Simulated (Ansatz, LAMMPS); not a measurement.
## Glassy 25SiO2-50B2O3-12CaO-12Na2O (mol %) (62 atoms): support functions against a reference

Wanted: errors and times of a linear-scaling basis for glassy 25SiO2-50B2O3-12CaO-12Na2O (mol %) (62 atoms). A setting counts as converged where the r.m.s. difference of forces stays under 1 % of the r.m.s. force.

Method: Kohn-Sham DFT, PBE, PAW (set soft_2), plane waves, in Ansatz 0.2.0.

## Step 1: Starting point

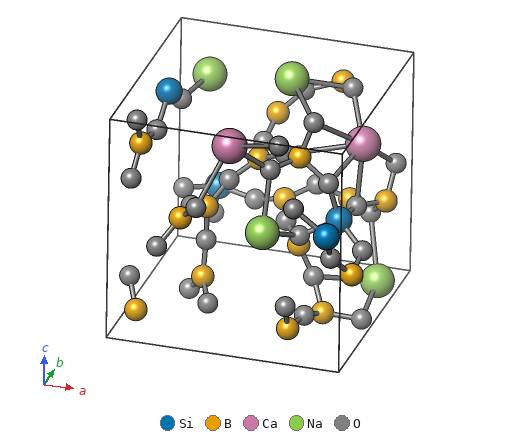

The cell as given, slightly off an axis (silicon blue, boron orange, calcium pink, sodium green, oxygen grey).

The cell holds 62 atoms: 4 Si, 16 B, 2 Ca, 4 Na and 36 O. Its edges and angles: a = 9.092 Å, b = 9.092 Å, c = 9.092 Å, α = 90.0°, β = 90.0°, γ = 90.0°. 62 atoms (4 Si, 16 B, 2 Ca, 4 Na, 36 O) placed at random at 2.2 g/cm³, melted at 3000 K for 20 ps at fixed volume with the Buckingham and Coulomb pair potential of Guillot and Sator (Geochim. Cosmochim. Acta 71, 1249 (2007)) with the boron terms of Wang et al. (J. Non-Cryst. Solids 498, 294 (2018)). Quenched from 3000 K to 300 K at 20 K/ps and fixed volume, held 10 ps at zero pressure.

What the set-up can't give: The quench rate of 20 K/ps far exceeds what a furnace or splat quench reaches, so expect more defects and frozen-in strain than in a real sample. The starting topology of bonds comes from the classical model, and needn't be the one that DFT or experiment would give. Only the Γ point is sampled, in a cell whose shortest periodic width is 9 Å.

## Step 2: The classical run that made the cell

A classical potential supplies the starting structure, since it reaches far longer times than DFT.

This step: classical MD, Buckingham and Coulomb pair potential of Guillot and Sator (Geochim. Cosmochim. Acta 71, 1249 (2007)) with the boron terms of Wang et al. (J. Non-Cryst. Solids 498, 294 (2018)) (LAMMPS 22 Jul 2025 - Update 4).

Contents of in.lmp:

```
# melt-quench of Si4B16Ca2Na4O36
units metal
atom_style charge
boundary p p p
region box block 0 9.2009 0 9.2009 0 9.2009
create_box 5 box
mass 1 28.0850   # Si
mass 2 10.8100   # B
mass 3 40.0780   # Ca
mass 4 22.9898   # Na
mass 5 15.9990   # O
create_atoms 1 random 4 859973 NULL overlap 1.5 maxtry 2000
create_atoms 2 random 16 859980 NULL overlap 1.5 maxtry 2000
create_atoms 3 random 2 859987 NULL overlap 1.5 maxtry 2000
create_atoms 4 random 4 859994 NULL overlap 1.5 maxtry 2000
create_atoms 5 random 36 860001 NULL overlap 1.5 maxtry 2000
pair_style buck/coul/long 9.0
pair_coeff * * 0.0 1.0 0.0
pair_coeff 1 5 50306.10 0.161 46.2978   # Si-O
pair_coeff 2 5 206941.81 0.124 35.0018   # B-O
pair_coeff 3 5 155667.70 0.178 42.2597   # Ca-O
pair_coeff 4 5 120303.80 0.17 0   # Na-O
pair_coeff 5 5 9022.79 0.265 85.0921   # O-O
pair_coeff 2 2 484.40 0.35 0.0   # B-B
pair_coeff 1 2 337.70 0.29 0.0   # Si-B
set type 1 charge 1.89
set type 2 charge 1.4175
set type 3 charge 0.945
set type 4 charge 0.4725
set type 5 charge -0.945
kspace_style pppm 1.0e-4
neigh_modify delay 0 every 1 check yes
thermo_style custom step time temp pe press density
thermo_modify norm yes
# [... 17 lines left out ...]
fix md all nvt temp 3000 300 0.1
run 135000 post no
unfix md
thermo 3333
fix md all npt temp 300 300 0.1 iso 0 0 1
run 10000 post no
unfix md
write_dump all custom glass.dump id type xs ys zs modify sort id
```

Run with:

```
$ lmp -in in.lmp -log none -nocite
```

Numbers of over 12 decimals in the logs are rounded to 6 here.

Output:

```text
LAMMPS (22 Jul 2025 - Update 4)
Created orthogonal box = (0 0 0) to (9.2009 9.2009 9.2009)
Created 4 atoms
Created 16 atoms
Created 2 atoms
Created 4 atoms
Created 36 atoms
PPPM initialization ...
  G vector (1/distance) = 0.33014123
  grid = 8 8 8
  estimated relative force accuracy = 5.1069687e-05
   Step          Time           Temp          PotEng         Press         Density
         0   0              0              2.6866862      1501702.2      2.203017
       100   0.1            0             -10.355977     -28166.146      2.203017
       137   0.137          0             -10.489024     -39091.091      2.203017
[... 19 lines left out ...]
[... 2 lines left out ...]
Loop time of 6.44741 s on 1 MPI rank(s) for 20000 steps with 62 atoms
   Step          Time           Temp          PotEng         Press         Density
[... 12 lines left out ...]
Loop time of 42.7377 s on 1 MPI rank(s) for 135000 steps with 62 atoms
   Step          Time           Temp          PotEng         Press         Density
[... 1 line left out ...]
    156651   156.651        310.13912     -10.561693     -22547.385      2.2679285
    159984   159.984        283.64257     -10.556108      79.167851      2.2943837
    163317   163.317        327.87259     -10.558463     -3004.8653      2.2972907
    166000   166            276.28358     -10.560116      11951.37       2.2828546
Loop time of 3.78547 s on 1 MPI rank(s) for 10000 steps with 62 atoms
```

The job ended after 53 s (1 thread of Arm Neoverse V1, shared host; peak memory 0.069 GiB).

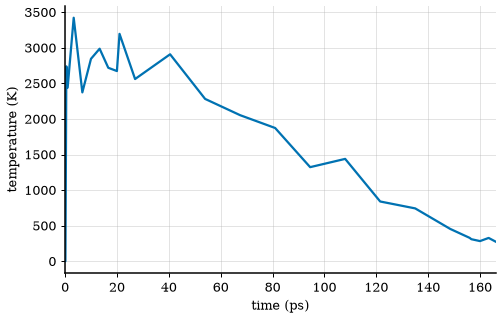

Temperature against time.

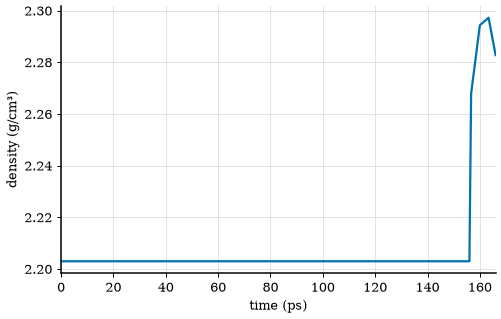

Density, plotted against time.

## Step 3: Plane-wave single point

The first run uses the default basis; a harder plane-wave run follows as the reference for the support functions.

Contents of input.yaml:

```yaml
crystal:
  lattice:
    - [9.09236, 0.0, 0.0]
    - [0.0, 9.09236, 0.0]
    - [0.0, 0.0, 9.09236]
  atoms:
    - { symbol: Si, position: [0.20337, 0.89623, 0.31192] }
    - { symbol: Si, position: [0.85106, 0.46697, 0.4586] }
    - { symbol: Si, position: [0.92762, 0.03494, 0.59401] }
    - { symbol: Si, position: [0.11002, 0.4751, 0.92523] }
    - { symbol: B, position: [0.45439, 0.62602, 0.60198] }
    - { symbol: B, position: [0.07785, 0.19044, 0.81501] }
    - { symbol: B, position: [0.74559, 0.96884, 0.30273] }
    - { symbol: B, position: [0.30076, 0.41029, 0.45754] }
    - { symbol: B, position: [0.9572, 0.78016, 0.41519] }
    - { symbol: B, position: [0.68353, 0.44794, 0.72782] }
    - { symbol: B, position: [0.65449, 0.5514, 0.27314] }
    - { symbol: B, position: [0.78815, 0.4643, 0.02401] }
    - { symbol: B, position: [0.72758, 0.16942, 0.07861] }
    - { symbol: B, position: [0.27503, 0.11452, 0.53938] }
    - { symbol: B, position: [0.44818, 0.91142, 0.6773] }
    - { symbol: B, position: [0.51234, 0.81098, 0.33944] }
    - { symbol: B, position: [0.70529, 0.97972, 0.83112] }
    - { symbol: B, position: [0.98142, 0.22905, 0.33796] }
    - { symbol: B, position: [0.09911, 0.0884, 0.10299] }
    - { symbol: B, position: [0.30235, 0.36064, 0.16061] }
    - { symbol: Ca, position: [0.88717, 0.67276, 0.71579] }
    - { symbol: Ca, position: [0.465, 0.17115, 0.87217] }
    - { symbol: Na, position: [0.16228, 0.88124, 0.82266] }
    - { symbol: Na, position: [0.56322, 0.72056, 0.94041] }
    - { symbol: Na, position: [0.59816, 0.21563, 0.47557] }
    - { symbol: Na, position: [0.93831, 0.74013, 0.0656] }
    - { symbol: O, position: [0.7288, 0.4902, 0.8728] }
    - { symbol: O, position: [0.7025, 0.08049, 0.95215] }
    - { symbol: O, position: [0.09434, 0.75963, 0.34812] }
    - { symbol: O, position: [0.69022, 0.44038, 0.37286] }
    - { symbol: O, position: [0.42934, 0.77667, 0.60594] }
    - { symbol: O, position: [0.22174, 0.43974, 0.05543] }
    - { symbol: O, position: [0.75275, 0.31949, 0.07323] }
    - { symbol: O, position: [0.81235, 0.43598, 0.63197] }
    - { symbol: O, position: [0.55367, 0.93659, 0.78639] }
    - { symbol: O, position: [0.16396, 0.96444, 0.15008] }
    - { symbol: O, position: [0.3655, 0.22766, 0.10985] }
    - { symbol: O, position: [0.10158, 0.33704, 0.81174] }
    - { symbol: O, position: [0.58347, 0.57099, 0.66735] }
    - { symbol: O, position: [0.59892, 0.31085, 0.71987] }
    - { symbol: O, position: [0.71788, 0.55924, 0.13472] }
    - { symbol: O, position: [0.36492, 0.03552, 0.6373] }
    - { symbol: O, position: [0.11972, 0.6231, 0.82329] }
    - { symbol: O, position: [0.56247, 0.67152, 0.31367] }
    - { symbol: O, position: [0.78168, 0.04354, 0.69395] }
    - { symbol: O, position: [0.06387, 0.10551, 0.6911] }
    - { symbol: O, position: [0.3595, 0.5234, 0.53753] }
    - { symbol: O, position: [0.78612, 0.84922, 0.87383] }
    - { symbol: O, position: [0.98005, 0.37819, 0.37813] }
    - { symbol: O, position: [0.73723, 0.0968, 0.21441] }
    - { symbol: O, position: [0.20276, 0.02466, 0.43916] }
    - { symbol: O, position: [0.97186, 0.86615, 0.55024] }
    - { symbol: O, position: [0.91626, 0.13776, 0.44515] }
    - { symbol: O, position: [0.37423, 0.8505, 0.29792] }
    - { symbol: O, position: [0.27374, 0.27022, 0.52424] }
    - { symbol: O, position: [0.6185, 0.91715, 0.37366] }
    - { symbol: O, position: [0.30036, 0.40691, 0.30708] }
    - { symbol: O, position: [0.87229, 0.6433, 0.44339] }
    - { symbol: O, position: [0.0404, 0.187, 0.2033] }
    - { symbol: O, position: [0.08119, 0.11944, 0.95413] }
    - { symbol: O, position: [0.86362, 0.87505, 0.30407] }
    - { symbol: O, position: [0.94837, 0.48782, 0.00835] }
kpoints:
  mp_grid: { grid: [1, 1, 1] }
hamiltonian:
  xc: pbe
scf:
  occupations: { method: fixed }
output:
  forces: true
  stress: true
  populations: true
  dos:
    method: { smearing: { sigma: 0.1 } }
    de: 0.1
    projected: { site_lists: { B: [B], Ca: [Ca], Na: [Na], O: [O], Si: [Si] } }
  eigenvalues: true
  write_density: true
  write_potential: true
  volumetric_format: npy
```

Run with:

```
$ ansatz run input.yaml --threads 4 --pin off --max-ram 8192MiB --backend cpu --events-out ev --progress --plain --runs-dir out
```

Output:

```text
Engine: ansatz 0.2.0, aarch64-unknown-linux-gnu
Pseudopotentials: kind: paw
Pseudopotential: Si, paw, valence charge 4, recommended cutoff 420 eV (normal), Si.paw.azcp
Pseudopotential: B, paw, valence charge 3, recommended cutoff 420 eV (normal), B.paw.azcp
Pseudopotential: Ca, paw, valence charge 10, recommended cutoff 420 eV (normal), Ca.paw.azcp
Pseudopotential: Na, paw, valence charge 9, recommended cutoff 420 eV (normal), Na.paw.azcp
Pseudopotential: O, paw, valence charge 6, recommended cutoff 420 eV (normal), O.paw.azcp
[... 5 lines on functional and potentials left out ...]
Crystal: 62 atoms, lattice volume = 751.675 Å³
Basis set: ecut = 420 eV, 14771 PW (Γ), exchange–correlation on 128×128×128 points (8 copies of the dense FFT grid, shifted against one another)
Bands: 230, of which v1, the nominal top of the filled ones, is band 168 counted from 1 (167 counted from 0)
Symmetry: 1 space group operations
Space group: P1 (ITA 1), of the structure as read, at distance tolerance 9.1e-5 Å
k-points: 1
[... 11 lines on functional and potentials left out ...]
Initial density: superposition of atomic densities (neutral atoms: chi_scale 0, normalization atom), corrected by the library's trained network
Initial wavefunctions: pseudopotential atomic-orbital guess
Functional: x = pbe(κ = 0.804, μ = 0.219515), c = pbe(β = 0.066725)
SCF iter   1: F=—  HF=-35098.170933 eV  |F-HF|=—  |Δ(HF+E_count)|=         —  Δρ=5.05e-3  dr2=3.05e-1  ethr=1.77e-3  ⟨swp⟩=5.0  Hψ=836  notcnv=0  defer=60
preconditioner: auto → Resta (q_TF=auto, 2.386 Å⁻¹)  ε∞=3.0  [insulator: Δε(μ)=2.131 eV  Ē_g=17.306 eV  n_scr=170 (ndim 8)  ℏωp=24.4 eV  f_vac=0.167  ε∞_Penn≈3.0]
SCF iter   2: F=—  HF=-35098.113502 eV  |F-HF|=—  |Δ(HF+E_count)|=   5.74e-2  Δρ=2.92e-3  dr2=6.24e-2  ethr=9.07e-5  ⟨swp⟩=3.0  Hψ=377  notcnv=0  defer=60
SCF iter   3: F=—  HF=-35098.104152 eV  |F-HF|=—  |Δ(HF+E_count)|=   9.35e-3  Δρ=1.16e-3  dr2=2.17e-2  ethr=1.86e-5  ⟨swp⟩=2.0  Hψ=284  notcnv=0  defer=60
SCF iter   4: F=—  HF=-35098.100360 eV  |F-HF|=—  |Δ(HF+E_count)|=   3.79e-3  Δρ=5.25e-4  dr2=2.15e-3  ethr=6.45e-6  ⟨swp⟩=3.0  Hψ=316  notcnv=0  defer=60
SCF iter   5: F=—  HF=-35098.100234 eV  |F-HF|=—  |Δ(HF+E_count)|=   1.27e-4  Δρ=2.35e-4  dr2=4.27e-4  ethr=6.41e-7  ⟨swp⟩=2.0  Hψ=380  notcnv=0  defer=60
SCF iter   6: F=—  HF=-35098.100291 eV  |F-HF|=—  |Δ(HF+E_count)|=   5.72e-5  Δρ=6.06e-5  dr2=3.88e-5  ethr=1.27e-7  ⟨swp⟩=2.0  Hψ=288  notcnv=0  defer=60
SCF iter   7: F=—  HF=-35098.101785 eV  |F-HF|=—  |Δ(HF+E_count)|=   1.49e-3  Δρ=3.60e-5  dr2=9.45e-6  ethr=1.16e-8  ⟨swp⟩=2.0  Hψ=336  notcnv=0  defer=60
SCF iter   8: F=—  HF=-35098.101787 eV  |F-HF|=—  |Δ(HF+E_count)|=   2.47e-6  Δρ=1.51e-5  dr2=1.80e-6  ethr=2.81e-9  ⟨swp⟩=2.0  Hψ=322  notcnv=0  defer=60
SCF iter   9: F=—  HF=-35098.101788 eV  |F-HF|=—  |Δ(HF+E_count)|=   4.18e-7  Δρ=6.02e-6  dr2=3.07e-7  ethr=5.36e-10  ⟨swp⟩=2.0  Hψ=284  notcnv=0  defer=60
SCF iter  10: F=-35098.101788 eV  HF=-35098.101788 eV  |F-HF|=4.52e-9  |Δ(HF+E_count)|=   1.28e-7  Δρ=3.27e-6  dr2=8.11e-8  ethr=2.98e-11  ⟨swp⟩=24.0  Hψ=2414  notcnv=0
SCF 1 converged in 10 iterations: F = -35098.101788 eV  dr2 = 8.11e-8
  greatest PAW one-centre occupation: 0.999 electrons in one spin orbital (limit 2), on the Na atom at site 24 (counted from 0), in its partial waves of l = 0
SCF converged after 10 iterations
Free energy (F): -35098.101788 eV
Harris-Foulkes:  -35098.101788 eV  (|F-HF|=4.52e-9)
Internal energy: -35098.101788 eV  (E = F + TS)
E sigma→0 (E₀):  -35098.101788 eV
Fermi energy:    4.807870 eV
--- Per-component energies (eV) ---
  E_band       = -2506.949186
  E_kinetic    = 8351.006117
  E_local      = -26385.204244  (includes V_loc(G=0)·N_el)
  E_nonlocal   = 2597.614310
  E_hartree    = 9652.078634
  E_xc         = -3808.467573
  E_vxc        = -4712.064275  (∫ρ·V_xc dr)
  E_paw        = -11799.299009  (= ΣΔE_a)
  E_vpaw       = -1662.555699  (= ΣTr[D̂ρ^β])
  E_aug_tail   = 0.091904  (compensation charges beyond the density's cutoff)
  E_ewald      = -13705.921928
  E_smearing   = -0.000000  (= −TS)
  E_closure    = -0.000000  (closes the sum)
  Σ components = -35098.101788   (vs F -35098.101788, Δ=0.00e0)
--- Forces (eV/Å), atoms counted from 1 ---
  atom   1  Si     0.87853036     0.23228765     1.00160334
  atom   2  Si    -2.09317783     0.53148068     0.67759014
  atom   3  Si    -1.52050331     0.62384959     0.13351658
  atom   4  Si    -2.42068653     1.36437558     0.54416739
  atom   5  B      2.58729311    -3.46555702     1.04269544
  atom   6  B     -0.26971261     1.00741779     2.08639637
  atom   7  B      0.12467180    -1.15588613    -1.58173179
  atom   8  B      1.51026953    -1.19988214    -0.70416767
  atom   9  B     -2.31959414     0.56102644    -1.06360559
  atom  10  B     -3.17334865    -3.30577432     0.80483522
  atom  11  B      0.55364195     1.06796781    -0.92952049
  atom  12  B      0.11800502    -1.54210272    -1.99977553
  atom  13  B      1.01002384     0.83927910    -1.09457159
  atom  14  B     -0.75429794     1.05784048    -2.12954589
[...]
atom  61  O      0.57450514     0.33366117    -0.21881027
  atom  62  O      0.21674669     0.62894565     0.76387637
  max |Σ_I F_I| component: 1.67e-4 eV/Å
--- Stress (GPa, compression-positive) ---
       -0.447243      -0.067306       0.942868
       -0.067308      -4.767726       0.190709
        0.942863       0.190686      -5.054479
  P = ⅓ Tr σ = -3.4231 GPa (-34.231 kbar)
--- Band table (eV) ---
  k-point 0: bands = ["-48.6246", "-47.3008", "-46.8716", "-46.8187", [... 214 levels ...], "13.0310", "13.1406", "13.1987", "13.2285", "13.3424", "13.5460", "13.6182", "13.7416", "13.8259", "13.8891", "13.9299", "14.1260"]
--- Löwdin populations: 62 sites ---
  site symbol       q [e]
     0     Si      2.2089
     1     Si      2.2739
     2     Si      2.2883
[...]
61      O      6.6998
  spilling = 0.009675 (of n_electrons = 336.000000)
```

Run time: 8.6 s. Hardware: 4 threads of Arm Neoverse V1, shared host; peak memory 0.88 GiB; 30 s of CPU time.

In the SCF lines HF is the Harris–Foulkes energy and dr2 the Hartree energy of the density residual, in eV; the loop may stop once dr2 is under the threshold and the program's other checks hold. Hψ counts applications of the Hamiltonian.

Numbers from this run:

* free energy: -35098.1018 eV
* free energy per atom: -566.0984 eV/atom
* SCF cycles: 10
* pressure: -3.423 GPa
* r.m.s. force component: 1.193 eV/Å
* longest force: 4.653 eV/Å
* Fermi energy: 4.808 eV
* gap (highest filled to lowest empty level): 1.447 eV
* spilling of the projection: 0.009675

The r.m.s. force component of 1.2 eV/Å sets the scale for the differences below.

## Step 4: Plane waves at 750 eV (750 eV)

A harder cutoff gives the support functions a reference with less basis error.

input.yaml, the sections that differ from step 3:

```yaml
output:
  forces: true
  eigenvalues: true
basis:
  ecutwfc: "750 eV"
# crystal, kpoints, hamiltonian, scf: as in step 3
```

Output:

```text
[...]
Crystal: 62 atoms, lattice volume = 751.675 Å³
Basis set: ecut = 750 eV, 35033 PW (Γ), exchange–correlation on 180×180×180 points (8 copies of the dense FFT grid, shifted against one another)
Bands: 230, of which v1, the nominal top of the filled ones, is band 168 counted from 1 (167 counted from 0)
Symmetry: 1 space group operations
[...]
k-points: 1
[...]
SCF iter   1: F=—  HF=-35098.420970 eV  |F-HF|=—  |Δ(HF+E_count)|=         —  Δρ=5.11e-3  dr2=3.05e-1  ethr=1.77e-3  ⟨swp⟩=6.0  Hψ=837  notcnv=0  defer=60
[...]
SCF iter   3: F=—  HF=-35098.348403 eV  |F-HF|=—  |Δ(HF+E_count)|=   1.06e-2  Δρ=1.18e-3  dr2=2.18e-2  ethr=1.87e-5  ⟨swp⟩=3.0  Hψ=286  notcnv=0  defer=24
automatic band count: iteration 3 solves 194 bands in place of 230: the levels show a gap, and the empty bands left out lie too high to hold charge; the band table lists the bands solved (type scf.n_extra_bands for more)
SCF iter   4: F=—  HF=-35098.344184 eV  |F-HF|=—  |Δ(HF+E_count)|=   4.22e-3  Δρ=5.27e-4  dr2=2.15e-3  ethr=6.48e-6  ⟨swp⟩=3.0  Hψ=316  notcnv=0  defer=24
SCF iter   5: F=—  HF=-35098.344107 eV  |F-HF|=—  |Δ(HF+E_count)|=   7.76e-5  Δρ=2.37e-4  dr2=4.32e-4  ethr=6.41e-7  ⟨swp⟩=3.0  Hψ=340  notcnv=0  defer=24
[...]
SCF iter   9: F=—  HF=-35098.346070 eV  |F-HF|=—  |Δ(HF+E_count)|=   4.37e-7  Δρ=6.01e-6  dr2=3.15e-7  ethr=6.13e-10  ⟨swp⟩=3.0  Hψ=285  notcnv=0  defer=24
SCF iter  10: F=-35098.346070 eV  HF=-35098.346070 eV  |F-HF|=3.87e-9  |Δ(HF+E_count)|=   1.48e-7  Δρ=3.20e-6  dr2=7.99e-8  ethr=2.98e-11  ⟨swp⟩=20.0  Hψ=1059  notcnv=0
SCF 1 converged in 10 iterations: F = -35098.346070 eV  dr2 = 7.99e-8
[...]
SCF converged after 10 iterations
Free energy (F): -35098.346070 eV
[...]
Internal energy: -35098.346070 eV  (E = F + TS)
E sigma→0 (E₀):  -35098.346070 eV
Fermi energy:    4.807869 eV
[...]
Σ components = -35098.346070   (vs F -35098.346070, Δ=0.00e0)
--- Forces (eV/Å), atoms counted from 1 ---
  atom   1  Si     0.87821947     0.23219171     1.00139110
  atom   2  Si    -2.09306344     0.53149464     0.67723798
  atom   3  Si    -1.52033562     0.62402210     0.13362242
  atom   4  Si    -2.42039147     1.36470717     0.54397268
[...]
atom  62  O      0.22022190     0.62982181     0.76312041
  max |Σ_I F_I| component: 1.79e-4 eV/Å
--- Band table (eV) ---
[...]
```

The job ended after 12 s (4 threads; peak memory 1.7 GiB; 46 s of CPU time).

Forces differ from the reference by 0.94 meV/Å r.m.s., 0.079 % of their size, well within a tolerance of 1 %; the energy by -3.9 meV/atom. It took 12 s and 10 cycles; the reference's time can't be set against it, since the two runs asked for unlike analyses.

(Part 1 of 3 ends here.)

[Logs are printed without paths, hosts, clocks, repeated set-up lines and the standing remarks that a program may print on its own settings, such as how far it seeks lower states.]

[Hosts, paths, dates, database ids (printed as entryN), source tags and the programs' standing remarks are cut or masked in the printed files.]
